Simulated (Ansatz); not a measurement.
```xyz
9

N    -1.2151    1.1163   -0.2635
W     0.2669   -0.0997   -0.5478
N     0.7289   -1.0486    1.0775
O    -0.2535   -1.2641   -1.6728
S     1.9708    1.0391   -1.1799
H    -2.1747    0.8738   -0.4565
H    -1.1161    2.0852   -0.0035
H     0.3758   -1.9661    1.3019
H     1.4169   -0.7359    1.7446
```

Geometry: PBE0-D4/def2-TZVP; core potentials replace the inner electrons of W.

The calculation used RKS PBE0-D4/def2-TZVPP (Ansatz 0.2.0).

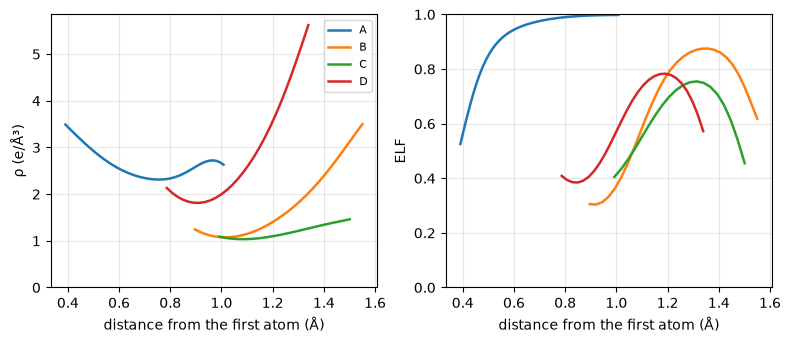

H$_{4}$N$_{2}$OSW. Electron density and electron localisation function along straight lines between neighbouring atoms. The curves leave out the atomic cores.

Which curve belongs to which contact (N–H, W–N, W–O and W–S)? The first atom named is at distance zero.

Answer. Curve A: N–H (1.01 Å): ρ is about 2.9 e/Å³ halfway; the ELF climbs to about 1 towards the hydrogen, as it does in any bond to H (a covalent bond by its length). Curve B: W–N (1.94 Å): the density is about 1.1 e/Å³ at the midpoint; the ELF peaks at about 0.90 in the valence shell of N, 0.6 Å from its nucleus, and is about 0.35 at the midpoint. Curve C: W–S (2.14 Å): the density is about 1 e/Å³ at the midpoint; the ELF peaks at about 0.75 in the valence shell of S, 0.8 Å from its nucleus, and is about 0.50 at the midpoint. Curve D: W–O (1.70 Å): ρ is about 1.9 e/Å³ halfway; the ELF peaks at about 0.80 in the valence shell of O, 0.5 Å from its nucleus, and drops to about 0.40 between the two atoms.
